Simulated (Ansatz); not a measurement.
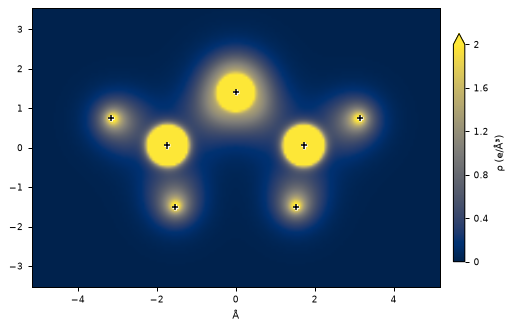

The electron density on a plane through atoms (crosses mark nuclei in the plane).

Level of theory: Ansatz 0.2.0, RKS B3LYP-D4/def2-SVP.

Candidates:
A. B$_{2}$FH$_{3}$O$_{2}$ (SMILES OBB(O)F)
B. Al$_{2}$H$_{4}$S (SMILES [AlH2][S][AlH2])

Which system is this?

Answer. Candidate B: Al$_{2}$H$_{4}$S on the molecular plane, which holds Al, S and H. Al–S (2.20 Å): ρ at the midpoint is about 0.64 e/Å³. Al–H (1.58 Å): the density is about 0.54 e/Å³ at the midpoint.
